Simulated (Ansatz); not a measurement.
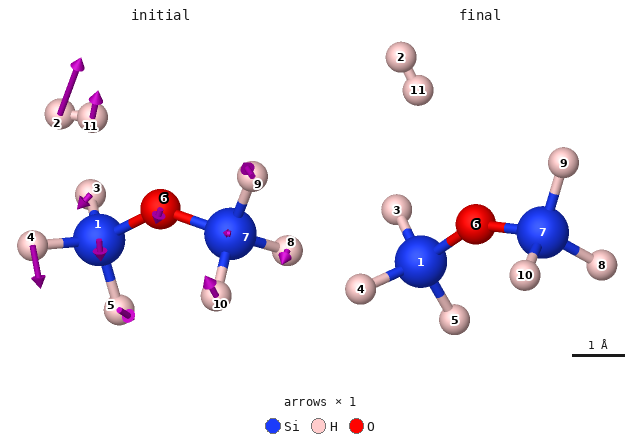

The structure of Si2H8O before (left) and after (right) a relaxation, at one scale. The purple arrows give the displacements, at their true length.

Style: ball-and-stick. Shown at a tilt.

The run prepares an end point of a later path (reaction) calculation, from a guessed geometry.

Theory: Ansatz, RKS B3LYP/6-31G*.

Input file:
```yaml
crystal:
  periodic: [false, false, false]
  atoms:
    - { symbol: Si, position_ang: [-0.244131, -0.119427, -0.403239] }
    - { symbol: H, position_ang: [-0.116344, 0.760163, 2.114684] }
    - { symbol: H, position_ang: [0.900347, -0.744618, 0.30155] }
    - { symbol: H, position_ang: [-0.074508, 1.354384, -0.427427] }
    - { symbol: H, position_ang: [-0.259843, -0.613136, -1.808703] }
    - { symbol: O, position_ang: [-1.678525, -0.535769, 0.34217] }
    - { symbol: Si, position_ang: [-3.190216, -1.113072, -0.004006] }
    - { symbol: H, position_ang: [-3.130748, -2.53333, -0.445032] }
    - { symbol: H, position_ang: [-4.013081, -1.021594, 1.227734] }
    - { symbol: H, position_ang: [-3.834846, -0.312676, -1.081659] }
    - { symbol: H, position_ang: [-0.751005, 0.446274, 2.101129] }
basis:
  gaussian: { orbitals: "6-31G*" }
hamiltonian:
  xc: b3lyp
relax:
  f_tol: 0.03
  max_steps: 50
output:
  orbitals: {}
```

Command:
```bash
ansatz run input.yaml --threads 1 --pin off --max-ram 2048MiB --backend cpu --events-out ev --progress --plain --runs-dir out
```

Q: What changed between the two?

A: Over 20 accepted moves (22 points after the start) the energy falls by 4.69 kcal/mol. Largest force component: 1.3 eV/Å at the start, 0.027 eV/Å at the end. The line search rejected the trial steps at points 11, 17 of the run. The forces were under the threshold at step 9, but the run went on from there. The atom that moves furthest after the best rigid fit is H2 (1.45 Å). By element the largest moves are H 1.45 Å, Si 0.49 Å, O 0.38 Å. Some distances before and after: H2–H11 0.708 → 0.743 Å, Si1–O6 1.669 → 1.653 Å. Bond angles that change, for instance: Si1–O6–Si7 141.1° → 147.9°. Groups turn about Si1–O6 by about 20°.

Limits of the set-up: the start holds two separate molecules, 2.2 Å apart at their closest, whose relative position is a soft coordinate and is computed without a dispersion correction.
